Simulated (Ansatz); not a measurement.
# Mo wire along [111], 13 atoms a period: bands along the axis

Wanted: the relaxed geometry and the bands of the Mo wire along [111], 13 atoms a period.

Method: DFT PBE, plane waves, PAW; relaxation of a wire's period; PAW set soft_1, in the first sound run; inputs show where later runs differ, in Ansatz 0.2.0.

## Step 1: The starting structure

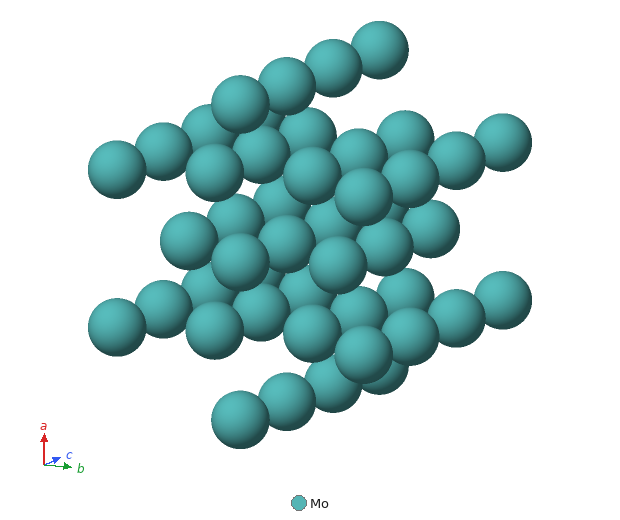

The starting structure, seen at a slant to the c axis (molybdenum teal). 1×1×3 cells are drawn. Some periodic images of atoms are drawn too.

The cell holds 13 atoms: 13 Mo. Its edges and angles: a = 15.738 Å, b = 14.540 Å, c = 2.737 Å, α = 90.0°, β = 90.0°, γ = 90.0°. Vacuum lies along a and b. The structure's axis is c.

## Step 2: Relaxation of atoms and period

Band widths follow the bond lengths, so the wire is relaxed first. The atoms and the third cell vector are free; the box across stays fixed as vacuum. A Fermi-Dirac smearing is set since the result may be a metal. The pressure printed is a third of the stress's trace over the whole box, vacuum included; only the stress along the axis is relaxed.

input.yaml reads:

```yaml
crystal:
  lattice:
    - [15.738, 0.0, 0.0]
    - [0.0, 14.54, 0.0]
    - [0.0, 0.0, 2.736640276]
  atoms:
    - { symbol: Mo, position: [0.216037616, 0.500013328, 0.0] }
    - { symbol: Mo, position: [0.358016103, 0.766188967, 0.0] }
    - { symbol: Mo, position: [0.49999459, 0.500013328, 0.0] }
    - { symbol: Mo, position: [0.641973077, 0.766188967, 0.0] }
    - { symbol: Mo, position: [0.358016103, 0.411288115, 0.333333333] }
    - { symbol: Mo, position: [0.49999459, 0.677463754, 0.333333333] }
    - { symbol: Mo, position: [0.641973077, 0.411288115, 0.333333333] }
    - { symbol: Mo, position: [0.358016103, 0.588738541, 0.666666667] }
    - { symbol: Mo, position: [0.49999459, 0.322562902, 0.666666667] }
    - { symbol: Mo, position: [0.641973077, 0.588738541, 0.666666667] }
    - { symbol: Mo, position: [0.358016103, 0.233837689, 0.0] }
    - { symbol: Mo, position: [0.641973077, 0.233837689, 0.0] }
    - { symbol: Mo, position: [0.783951564, 0.500013328, 0.0] }
kpoints:
  mp_grid: { grid: [1, 1, 30] }
scf:
  occupations: { method: fermi_dirac, width: 0.05 }
hamiltonian:
  xc: pbe
  pseudopotentials: { kind: paw, azcp: { folder: soft_1 } }
relax:
  cell: { fix: [a, b, alpha, beta, gamma] }
  max_steps: 45
  f_tol: 0.03
```

Command:

```sh
$ ansatz run input.yaml --threads 4 --pin off --max-ram 16384MiB --backend cpu --events-out ev --progress --plain --runs-dir out
```

Numbers of over 12 decimals in the logs are rounded to 6 here.

Log:

```text
Engine: ansatz 0.2.0, aarch64-unknown-linux-gnu
Pseudopotentials: kind: paw
Pseudopotential: Mo, paw, valence charge 14, recommended cutoff 420 eV (normal), soft_1/Mo.paw.azcp
Functional definition: PBE
  parameter kappa = 0.804
  parameter beta = 0.066725
  exchange = pbe_x(kappa = kappa, mu = beta*pi^2/3)
  correlation = pbe_c(beta = beta)
Crystal: 13 atoms, lattice volume = 626.227 Å³
Basis set: ecut = 420 eV, 12289 PW (Γ), exchange–correlation on 216×200×40 points (8 copies of the dense FFT grid, shifted against one another)
Bands: 110, of which v1, the nominal top of the filled ones, is band 91 counted from 1 (90 counted from 0)
Symmetry: 4 space group operations
Space group: P2/m (ITA 10), of the structure as read, at distance tolerance 8.6e-5 Å
k-points: 16 of 30
Non-local potential: Mo, projectors of the file, l = 0: 3, l = 1: 2, l = 2: 2, l = 3: 1
PAW form: soft (Blöchl's): semilocal exchange-correlation on the pseudo side does not see the compensation charge
PAW one-centre angular grid: Mo, 590 points (default); XC on 64 Gauss nodes
Initial density: superposition of atomic densities (neutral atoms: chi_scale 0, normalization atom)
Initial wavefunctions: pseudopotential atomic-orbital guess
Functional: x = pbe(κ = 0.804, μ = 0.219515), c = pbe(β = 0.066725)
SCF iter   1: F=—  HF=-64422.347412 eV  |F-HF|=—  |Δ(HF+E_count)|=         —  Δρ=6.62e-2  dr2=1.69e2  ethr=3.10e-3  ⟨swp⟩=9.1  Hψ=7923  notcnv=0
preconditioner: auto → LDOS  [metal: Δε(μ)=0.005 eV  Ē_g=3.851 eV  σ=0.050 eV  W_gap=0.02  n_scr=92 (ndim 8)  ℏωp=13.1 eV  f_vac=0.498  D(μ)=19.19/eV (n_scr^D=110)  β→1.0]
SCF iter   2: F=—  HF=-64411.619365 eV  |F-HF|=—  |Δ(HF+E_count)|=    1.07e1  Δρ=4.17e-2  dr2=3.82e1  ethr=3.10e-3  ⟨swp⟩=4.3  Hψ=4964  notcnv=0  defer=14
SCF iter   3: F=—  HF=-64408.617623 eV  |F-HF|=—  |Δ(HF+E_count)|=    3.00e0  Δρ=1.04e-2  dr2=2.63e0  ethr=3.10e-3  ⟨swp⟩=3.8  Hψ=4289  notcnv=0  defer=16
SCF iter   4: F=—  HF=-64408.222535 eV  |F-HF|=—  |Δ(HF+E_count)|=   3.95e-1  Δρ=3.21e-3  dr2=1.32e-1  ethr=1.44e-3  ⟨swp⟩=2.4  Hψ=2674  notcnv=0  defer=16
SCF iter   5: F=—  HF=-64408.223124 eV  |F-HF|=—  |Δ(HF+E_count)|=   5.89e-4  Δρ=1.38e-3  dr2=2.58e-2  ethr=7.28e-5  ⟨swp⟩=4.1  Hψ=3969  notcnv=0  defer=17
SCF iter   6: F=—  HF=-64408.224199 eV  |F-HF|=—  |Δ(HF+E_count)|=   1.07e-3  Δρ=5.42e-4  dr2=2.47e-3  ethr=1.42e-5  ⟨swp⟩=2.1  Hψ=2559  notcnv=0  defer=16
SCF iter   7: F=—  HF=-64408.224541 eV  |F-HF|=—  |Δ(HF+E_count)|=   3.42e-4  Δρ=1.83e-4  dr2=2.85e-4  ethr=1.36e-6  ⟨swp⟩=2.6  Hψ=2939  notcnv=0  defer=16
SCF iter   8: F=—  HF=-64408.224753 eV  |F-HF|=—  |Δ(HF+E_count)|=   2.12e-4  Δρ=6.94e-5  dr2=5.79e-5  ethr=1.57e-7  ⟨swp⟩=2.2  Hψ=2427  notcnv=0  defer=16
SCF iter   9: F=—  HF=-64408.224394 eV  |F-HF|=—  |Δ(HF+E_count)|=   3.59e-4  Δρ=2.58e-5  dr2=7.20e-6  ethr=3.18e-8  ⟨swp⟩=2.9  Hψ=3469  notcnv=0  defer=16
SCF iter  10: F=—  HF=-64408.224396 eV  |F-HF|=—  |Δ(HF+E_count)|=   2.40e-6  Δρ=1.08e-5  dr2=8.10e-7  ethr=3.95e-9  ⟨swp⟩=2.2  Hψ=2589  notcnv=0  defer=16
SCF iter  11: F=—  HF=-64408.224397 eV  |F-HF|=—  |Δ(HF+E_count)|=   5.99e-7  Δρ=4.68e-6  dr2=1.79e-7  ethr=5.49e-11  ⟨swp⟩=6.2  Hψ=6861  notcnv=0
SCF iter  12: F=-64408.224397 eV  HF=-64408.224397 eV  |F-HF|=6.98e-10  |Δ(HF+E_count)|=   1.43e-7  Δρ=1.34e-6  dr2=1.92e-8  ethr=5.49e-11  ⟨swp⟩=4.9  Hψ=5514  notcnv=0
SCF 1 converged in 12 iterations: F = -64408.224397 eV  dr2 = 1.92e-8
  greatest PAW one-centre occupation: 0.999 electrons in one spin orbital (limit 2), on the Mo atom at site 2 (counted from 0), in its partial waves of l = 0
relax step   1: F+E_penalty+E_count = -64408.22439673 eV  Δ(F+E_penalty+E_count) = +0.000e0 eV  max|allowed force component| = 2.947e0 eV/Å  Δτ_max = 0.0000 Å  P = -6.831 GPa  Ω = 626.227 Å³  fix = [a, b, alpha, beta, gamma]  reactions: a -6.086, b -6.145 GPa; alpha -0.027 GPa/rad  (12 SCF iters, dr2 threshold 1.00e-7 eV, accepted)
Crystal: 13 atoms, lattice volume = 608.053 Å³
Basis set: ecut = 420 eV, 11957 PW (Γ), exchange–correlation on 216×200×40 points (8 copies of the dense FFT grid, shifted against one another)
Initial density: handed on by an earlier stage of this run
Initial wavefunctions: those handed on with the density
iter 1 solved again at ethr=2.73e-3 eV; its pass at ethr=3.10e-3 eV (dr2=4.96e0 eV) is discarded
SCF iter   1: F=—  HF=-64412.274163 eV  |F-HF|=—  |Δ(HF+E_count)|=         —  Δρ=1.95e-2  dr2=5.14e0  ethr=2.73e-3  ⟨swp⟩=1.0  Hψ=10709  notcnv=0
preconditioner: auto → LDOS  [metal: Δε(μ)=0.008 eV  Ē_g=3.600 eV  σ=0.050 eV  W_gap=0.04  n_scr=92 (ndim 8)  ℏωp=13.3 eV  f_vac=0.531  D(μ)=12.30/eV (n_scr^D=68)  β→1.0]
SCF iter   2: F=—  HF=-64412.238759 eV  |F-HF|=—  |Δ(HF+E_count)|=   3.54e-2  Δρ=1.50e-2  dr2=5.14e0  ethr=2.73e-3  ⟨swp⟩=3.6  Hψ=3358  notcnv=0  defer=2
SCF iter   3: F=—  HF=-64411.866548 eV  |F-HF|=—  |Δ(HF+E_count)|=   3.72e-1  Δρ=3.04e-3  dr2=1.99e-1  ethr=2.73e-3  ⟨swp⟩=2.4  Hψ=2446  notcnv=0  defer=33
SCF iter   4: F=—  HF=-64411.864017 eV  |F-HF|=—  |Δ(HF+E_count)|=   2.53e-3  Δρ=8.15e-4  dr2=7.17e-3  ethr=1.10e-4  ⟨swp⟩=2.4  Hψ=2510  notcnv=0  defer=36
SCF iter   5: F=—  HF=-64411.864626 eV  |F-HF|=—  |Δ(HF+E_count)|=   6.09e-4  Δρ=2.97e-4  dr2=1.18e-3  ethr=3.94e-6  ⟨swp⟩=2.5  Hψ=2993  notcnv=0  defer=36
SCF iter   6: F=—  HF=-64411.864616 eV  |F-HF|=—  |Δ(HF+E_count)|=   9.80e-6  Δρ=1.12e-4  dr2=6.84e-5  ethr=6.51e-7  ⟨swp⟩=2.0  Hψ=2414  notcnv=0  defer=36
SCF iter   7: F=—  HF=-64411.864699 eV  |F-HF|=—  |Δ(HF+E_count)|=   8.30e-5  Δρ=3.72e-5  dr2=8.07e-6  ethr=3.76e-8  ⟨swp⟩=3.1  Hψ=3311  notcnv=0  defer=36
SCF iter   8: F=-64411.864706 eV  HF=-64411.864706 eV  |F-HF|=6.10e-7  |Δ(HF+E_count)|=   6.39e-6  Δρ=1.25e-5  dr2=8.84e-7  ethr=7.14e-10  ⟨swp⟩=5.7  Hψ=6696  notcnv=0
SCF 2 converged in 8 iterations: F = -64411.864706 eV  dr2 = 8.84e-7
  greatest PAW one-centre occupation: 0.999 electrons in one spin orbital (limit 2), on the Mo atom at site 8 (counted from 0), in its partial waves of l = 0
relax step   2: F+E_penalty+E_count = -64411.86470635 eV  Δ(F+E_penalty+E_count) = -3.640e0 eV  max|allowed force component| = 5.602e-1 eV/Å  Δτ_max = 0.1950 Å  P = -1.528 GPa  Ω = 608.053 Å³  energy of the carried Pulay correction = +1.322e-3 eV  fix = [a, b, alpha, beta, gamma]  reactions: a -1.352, b -1.354 GPa; alpha -0.002 GPa/rad  (8 SCF iters, dr2 threshold 1.30e-6 eV, accepted)
Crystal: 13 atoms, lattice volume = 600.633 Å³
Basis set: ecut = 420 eV, 11805 PW (Γ), exchange–correlation on 216×200×40 points (8 copies of the dense FFT grid, shifted against one another)
iter 1 solved again at ethr=1.39e-3 eV; its pass at ethr=3.10e-3 eV (dr2=2.52e0 eV) is discarded
SCF iter   1: F=—  HF=-64412.041654 eV  |F-HF|=—  |Δ(HF+E_count)|=         —  Δρ=1.13e-2  dr2=2.83e0  ethr=1.39e-3  ⟨swp⟩=1.8  Hψ=8873  notcnv=0
preconditioner: auto → LDOS  [metal: Δε(μ)=0.032 eV  Ē_g=3.783 eV  σ=0.050 eV  W_gap=0.15  n_scr=92 (ndim 8)  ℏωp=13.4 eV  f_vac=0.542  D(μ)=13.39/eV (n_scr^D=70)  β→1.0]
SCF iter   2: F=—  HF=-64411.980399 eV  |F-HF|=—  |Δ(HF+E_count)|=   6.13e-2  Δρ=7.78e-3  dr2=1.37e0  ethr=1.39e-3  ⟨swp⟩=3.0  Hψ=2715  notcnv=0
SCF iter   3: F=—  HF=-64411.898168 eV  |F-HF|=—  |Δ(HF+E_count)|=   8.22e-2  Δρ=2.77e-3  dr2=2.31e-1  ethr=7.50e-4  ⟨swp⟩=2.2  Hψ=2785  notcnv=0  defer=45
SCF iter   4: F=—  HF=-64411.885902 eV  |F-HF|=—  |Δ(HF+E_count)|=   1.23e-2  Δρ=5.29e-4  dr2=5.84e-3  ethr=1.27e-4  ⟨swp⟩=2.0  Hψ=2496  notcnv=0  defer=48
SCF iter   5: F=—  HF=-64411.884917 eV  |F-HF|=—  |Δ(HF+E_count)|=   9.85e-4  Δρ=2.18e-4  dr2=1.57e-3  ethr=3.21e-6  ⟨swp⟩=2.2  Hψ=2731  notcnv=0  defer=48
SCF iter   6: F=—  HF=-64411.884903 eV  |F-HF|=—  |Δ(HF+E_count)|=   1.42e-5  Δρ=5.24e-5  dr2=3.34e-5  ethr=8.63e-7  ⟨swp⟩=1.8  Hψ=1945  notcnv=0  defer=48
SCF iter   7: F=—  HF=-64411.884663 eV  |F-HF|=—  |Δ(HF+E_count)|=   2.40e-4  Δρ=1.78e-5  dr2=9.23e-6  ethr=1.84e-8  ⟨swp⟩=2.6  Hψ=2818  notcnv=0  defer=47
SCF iter   8: F=-64411.884663 eV  HF=-64411.884663 eV  |F-HF|=1.94e-7  |Δ(HF+E_count)|=   7.82e-7  Δρ=8.18e-6  dr2=5.84e-7  ethr=7.14e-10  ⟨swp⟩=3.9  Hψ=6657  notcnv=0
SCF 3 converged in 8 iterations: F = -64411.884663 eV  dr2 = 5.84e-7
relax step   3: F+E_penalty+E_count = -64411.88466322 eV  Δ(F+E_penalty+E_count) = -1.996e-2 eV  max|allowed force component| = 4.272e-1 eV/Å  Δτ_max = 0.1050 Å  P = +1.991 GPa  Ω = 600.633 Å³  energy of the carried Pulay correction = +1.873e-3 eV  fix = [a, b, alpha, beta, gamma]  reactions: a +1.974, b +1.939 GPa; alpha +0.011 GPa/rad  (8 SCF iters, dr2 threshold 1.30e-6 eV, accepted)
Crystal: 13 atoms, lattice volume = 604.152 Å³
Basis set: ecut = 420 eV, 11885 PW (Γ), exchange–correlation on 216×200×40 points (8 copies of the dense FFT grid, shifted against one another)
iter 1 solved again at ethr=1.13e-3 eV; its pass at ethr=3.10e-3 eV (dr2=2.06e0 eV) is discarded
SCF iter   1: F=—  HF=-64412.106871 eV  |F-HF|=—  |Δ(HF+E_count)|=         —  Δρ=8.14e-3  dr2=1.95e0  ethr=1.13e-3  ⟨swp⟩=1.4  Hψ=8096  notcnv=0
preconditioner: auto → LDOS  [metal: Δε(μ)=0.046 eV  Ē_g=3.629 eV  σ=0.050 eV  W_gap=0.23  n_scr=92 (ndim 8)  ℏωp=13.3 eV  f_vac=0.535  D(μ)=13.19/eV (n_scr^D=68)  β→1.0]
SCF iter   2: F=—  HF=-64412.081715 eV  |F-HF|=—  |Δ(HF+E_count)|=   2.52e-2  Δρ=6.79e-3  dr2=1.12e0  ethr=1.07e-3  ⟨swp⟩=2.7  Hψ=2574  notcnv=0
SCF iter   3: F=—  HF=-64412.023663 eV  |F-HF|=—  |Δ(HF+E_count)|=   5.81e-2  Δρ=1.96e-3  dr2=1.14e-1  ethr=6.15e-4  ⟨swp⟩=2.3  Hψ=2486  notcnv=0  defer=6
SCF iter   4: F=—  HF=-64412.016845 eV  |F-HF|=—  |Δ(HF+E_count)|=   6.82e-3  Δρ=3.13e-4  dr2=1.91e-3  ethr=6.25e-5  ⟨swp⟩=2.0  Hψ=2720  notcnv=0  defer=19
SCF iter   5: F=—  HF=-64412.016726 eV  |F-HF|=—  |Δ(HF+E_count)|=   1.19e-4  Δρ=9.39e-5  dr2=1.98e-4  ethr=1.05e-6  ⟨swp⟩=2.0  Hψ=2385  notcnv=0  defer=19
SCF iter   6: F=—  HF=-64412.016411 eV  |F-HF|=—  |Δ(HF+E_count)|=   3.15e-4  Δρ=3.55e-5  dr2=9.81e-6  ethr=1.09e-7  ⟨swp⟩=2.0  Hψ=2439  notcnv=0  defer=19
SCF iter   7: F=-64412.016414 eV  HF=-64412.016414 eV  |F-HF|=5.45e-7  |Δ(HF+E_count)|=   3.02e-6  Δρ=1.12e-5  dr2=9.41e-7  ethr=7.14e-10  ⟨swp⟩=5.8  Hψ=6802  notcnv=0
SCF 4 converged in 7 iterations: F = -64412.016414 eV  dr2 = 9.41e-7
relax step   4: F+E_penalty+E_count = -64412.01641421 eV  Δ(F+E_penalty+E_count) = -1.318e-1 eV  max|allowed force component| = 8.031e-2 eV/Å  Δτ_max = 0.0542 Å  P = -0.189 GPa  Ω = 604.152 Å³  energy of the carried Pulay correction = +1.611e-3 eV  fix = [a, b, alpha, beta, gamma]  reactions: a -0.225, b -0.242 GPa; alpha +0.017 GPa/rad  (7 SCF iters, dr2 threshold 1.30e-6 eV, accepted)
Crystal: 13 atoms, lattice volume = 604.184 Å³
iter 1 solved again at ethr=3.19e-5 eV; its pass at ethr=3.10e-3 eV (dr2=5.80e-2 eV) is discarded
SCF iter   1: F=—  HF=-64412.021931 eV  |F-HF|=—  |Δ(HF+E_count)|=         —  Δρ=1.45e-3  dr2=5.90e-2  ethr=3.19e-5  ⟨swp⟩=1.7  Hψ=6725  notcnv=0
preconditioner: auto → LDOS  [metal: Δε(μ)=0.009 eV  Ē_g=3.653 eV  σ=0.050 eV  W_gap=0.04  n_scr=92 (ndim 8)  ℏωp=13.3 eV  f_vac=0.536  D(μ)=13.42/eV (n_scr^D=70)  β→1.0]
SCF iter   2: F=—  HF=-64412.020200 eV  |F-HF|=—  |Δ(HF+E_count)|=   1.73e-3  Δρ=9.27e-4  dr2=1.80e-2  ethr=3.19e-5  ⟨swp⟩=2.0  Hψ=2277  notcnv=0
SCF iter   3: F=—  HF=-64412.019356 eV  |F-HF|=—  |Δ(HF+E_count)|=   8.44e-4  Δρ=3.81e-4  dr2=3.96e-3  ethr=9.88e-6  ⟨swp⟩=2.0  Hψ=2334  notcnv=0
SCF iter   4: F=—  HF=-64412.019153 eV  |F-HF|=—  |Δ(HF+E_count)|=   2.03e-4  Δρ=6.95e-5  dr2=9.87e-5  ethr=2.18e-6  ⟨swp⟩=2.0  Hψ=2210  notcnv=0
SCF iter   5: F=—  HF=-64412.018843 eV  |F-HF|=—  |Δ(HF+E_count)|=   3.10e-4  Δρ=2.51e-5  dr2=1.86e-5  ethr=5.42e-8  ⟨swp⟩=2.0  Hψ=2362  notcnv=0
SCF iter   6: F=—  HF=-64412.018842 eV  |F-HF|=—  |Δ(HF+E_count)|=   4.77e-7  Δρ=6.06e-6  dr2=4.82e-7  ethr=1.02e-8  ⟨swp⟩=1.8  Hψ=2023  notcnv=0
SCF iter   7: F=-64412.018842 eV  HF=-64412.018842 eV  |F-HF|=2.40e-8  |Δ(HF+E_count)|=   2.28e-8  Δρ=1.93e-6  dr2=4.79e-8  ethr=2.21e-10  ⟨swp⟩=5.1  Hψ=5998  notcnv=0
SCF 5 converged in 7 iterations: F = -64412.018842 eV  dr2 = 4.79e-8
relax step   5: F+E_penalty+E_count = -64412.01884242 eV  Δ(F+E_penalty+E_count) = -2.428e-3 eV  max|allowed force component| = 2.240e-2 eV/Å  Δτ_max = 0.0110 Å  P = -0.032 GPa  Ω = 604.184 Å³  energy of the carried Pulay correction = +1.608e-3 eV  fix = [a, b, alpha, beta, gamma]  reactions: a -0.042, b -0.059 GPa; alpha +0.017 GPa/rad  (7 SCF iters, dr2 threshold 4.03e-7 eV, accepted)
Basis set: ecut = 420 eV, 11885 PW (Γ), exchange–correlation on 216×200×36 points (8 copies of the dense FFT grid, shifted against one another)
Initial wavefunctions: pseudopotential atomic-orbital guess (no wavefunctions were taken with the density)
iter 1 solved again at ethr=7.97e-7 eV; its pass at ethr=3.10e-3 eV (dr2=1.45e-3 eV) is discarded
SCF iter   1: F=—  HF=-64412.016808 eV  |F-HF|=—  |Δ(HF+E_count)|=         —  Δρ=5.00e-5  dr2=2.46e-6  ethr=7.97e-7  ⟨swp⟩=4.4  Hψ=12754  notcnv=0
eigensolver tolerance schedule: the retry pair's looser diagonalisation over-reported the residual by 589.00 of it (diagonalisation noise at 0.18 of the residual, at the tolerance the schedule requests for it); recorded, not acted on — ethr = c·dr2/N_el stays at c = 1.0e-1
preconditioner: auto → LDOS  [metal: Δε(μ)=0.023 eV  Ē_g=3.650 eV  σ=0.050 eV  W_gap=0.11  n_scr=92 (ndim 8)  ℏωp=13.3 eV  f_vac=0.536  D(μ)=13.39/eV (n_scr^D=70)  β→1.0]
SCF iter   2: F=—  HF=-64412.016961 eV  |F-HF|=—  |Δ(HF+E_count)|=   1.53e-4  Δρ=9.10e-6  dr2=3.64e-7  ethr=1.35e-9  ⟨swp⟩=3.4  Hψ=3963  notcnv=0
SCF iter   3: F=—  HF=-64412.016961 eV  |F-HF|=—  |Δ(HF+E_count)|=   9.75e-8  Δρ=2.94e-6  dr2=9.64e-8  ethr=2.00e-10  ⟨swp⟩=2.1  Hψ=3235  notcnv=0
SCF iter   4: F=—  HF=-64412.016961 eV  |F-HF|=—  |Δ(HF+E_count)|=   1.78e-8  Δρ=7.38e-7  dr2=5.79e-9  ethr=5.30e-11  ⟨swp⟩=3.4  Hψ=3742  notcnv=0
SCF iter   5: F=—  HF=-64412.016961 eV  |F-HF|=—  |Δ(HF+E_count)|=  9.39e-10  Δρ=1.60e-7  dr2=3.22e-10  ethr=3.18e-12  ⟨swp⟩=2.8  Hψ=3483  notcnv=0
SCF iter   6: F=-64412.016961 eV  HF=-64412.016961 eV  |F-HF|=8.73e-11  |Δ(HF+E_count)|=  2.18e-11  Δρ=7.65e-8  dr2=1.25e-10  ethr=1.00e-12  ⟨swp⟩=5.0  Hψ=6216  notcnv=0
SCF 6 converged in 6 iterations: F = -64412.016961 eV  dr2 = 1.25e-10
relax step   6: F+E_penalty+E_count = -64412.01696065 eV  Δ(F+E_penalty+E_count) = +1.882e-3 eV  max|allowed force component| = 2.227e-2 eV/Å  Δτ_max = 0.0000 Å  P = -0.029 GPa  Ω = 604.184 Å³  fix = [a, b, alpha, beta, gamma]  reactions: a -0.039, b -0.056 GPa; alpha +0.017 GPa/rad  stress off target by 8.77e-3 GPa on what of the cell is left free  SCF on the basis re-selected at this cell (its energy is not comparable with the rows above)  (6 SCF iters)
basis re-selected at this cell: Δ(F+E_penalty+E_count) = +1.882e-3 eV, ΔP = +0.003 GPa vs the last step (what re-selecting the basis moved, of the pressure what is left beyond the Pulay correction that the steps carried, after the strain that the cell walked since its last selection, with what the two solves' SCF thresholds leave and, on support functions, any second-order correction that the steps lacked; it is no measure of the basis error at this ecutwfc). The dense FFT grid was sized anew with the basis: this SCF ran on 108×100×18 points, the steps before it on 108×100×20, so part of this shift can come from that change (see relax.cell in the input reference). [rest of the remark cut]
SCF converged after 6 iterations
Free energy (F): -64412.016961 eV
Harris-Foulkes:  -64412.016961 eV  (|F-HF|=8.73e-11)
Internal energy: -64411.907697 eV  (E = F + TS)
E sigma→0 (E₀):  -64411.962329 eV
Entropy (-TS):   -0.109263 eV (-8.405 meV/atom)
Fermi energy:    4.654008 eV
--- Per-component energies (eV) ---
  E_band       = -3646.795740
  E_kinetic    = 5491.895570
  E_local      = -97148.960666  (includes V_loc(G=0)·N_el)
  E_nonlocal   = 1954.380198
  E_hartree    = 45492.409951
  E_xc         = -2277.099071
  E_vxc        = -2837.009794  (∫ρ·V_xc dr)
  E_paw        = -41763.399650  (= ΣΔE_a)
  E_vpaw       = -2091.924930  (= ΣTr[D̂ρ^β])
  E_aug_tail   = 0.000643  (compensation charges beyond the density's cutoff)
  E_ewald      = 23838.865327
  E_smearing   = -0.109263  (= −TS)
  E_closure    = 0.000000  (closes the sum)
  Σ components = -64412.016961   (vs F -64412.016961, Δ=0.00e0)
--- Forces (eV/Å), atoms counted from 1 ---
  atom   1  Mo     0.02227250     0.00000000     0.00000000
  atom   2  Mo     0.01058088    -0.01563293     0.00033352
  atom   3  Mo     0.00000000     0.00000000     0.00000000
  atom   4  Mo    -0.01058088    -0.01563293     0.00033352
  atom   5  Mo    -0.01644556    -0.00714581    -0.00864919
  atom   6  Mo     0.00000000     0.01657143    -0.00811378
  atom   7  Mo     0.01644556    -0.00714581    -0.00864919
  atom   8  Mo    -0.01644556     0.00714581     0.00864919
  atom   9  Mo     0.00000000    -0.01657143     0.00811378
  atom  10  Mo     0.01644556     0.00714581     0.00864919
  atom  11  Mo     0.01058088     0.01563293    -0.00033352
  atom  12  Mo    -0.01058088     0.01563293    -0.00033352
  atom  13  Mo    -0.02227250    -0.00000000    -0.00000000
  max |Σ_I F_I| component: 7.05e-19 eV/Å
--- Stress (GPa, compression-positive) ---
       -0.038716       0.000000       0.000000
        0.000000      -0.056321      -0.016707
        0.000000      -0.016707       0.008767
  P = ⅓ Tr σ = -0.0288 GPa (-0.288 kbar)
--- Relaxed structure (5 steps of the walk, 5 accepted, 1 SCFs on fresh bases) ---
  F+E_penalty+E_count = -64412.01696065 eV   max|allowed force component| = 2.227e-2 eV/Å   (the final SCF, on the basis selected at the relaxed cell)
  cell:  # Å, volume = 604.1844 Å³
    - [15.738, 0, 0]
    - [0, 14.54, 0]
    - [0, 0, 2.640314]
  atoms:
    - { symbol: Mo, position: [0.230083, 0.500013, 8.743891420286282e-18] }
    - { symbol: Mo, position: [0.365090, 0.753117, 0.00138502] }
    - { symbol: Mo, position: [0.499995, 0.500013, -2.235533779961907e-19] }
    - { symbol: Mo, position: [0.634899, 0.753117, 0.00138502] }
    - { symbol: Mo, position: [0.352833, 0.408026, 0.305485] }
    - { symbol: Mo, position: [0.499995, 0.683890, 0.307428] }
    - { symbol: Mo, position: [0.647156, 0.408026, 0.305485] }
    - { symbol: Mo, position: [0.352833, 0.592000, 0.694515] }
    - { symbol: Mo, position: [0.499995, 0.316137, 0.692572] }
    - { symbol: Mo, position: [0.647156, 0.592000, 0.694515] }
    - { symbol: Mo, position: [0.365090, 0.246910, -0.00138502] }
    - { symbol: Mo, position: [0.634899, 0.246910, -0.00138502] }
    - { symbol: Mo, position: [0.769906, 0.500013, -9.19099817627866e-18] }
```

The job ended after 2.7 min (4 threads of Arm Neoverse V1, shared host; peak memory 2 GiB; 10 min of CPU time).

(Part 1 of 2 ends here.)

[Logs are printed without paths, hosts, clocks, repeated set-up lines and the standing remarks that a program may print on its own settings, such as how far it seeks lower states.]

[Hosts, paths, dates, database ids (printed as entryN), source tags and the programs' standing remarks are cut or masked in the printed files.]
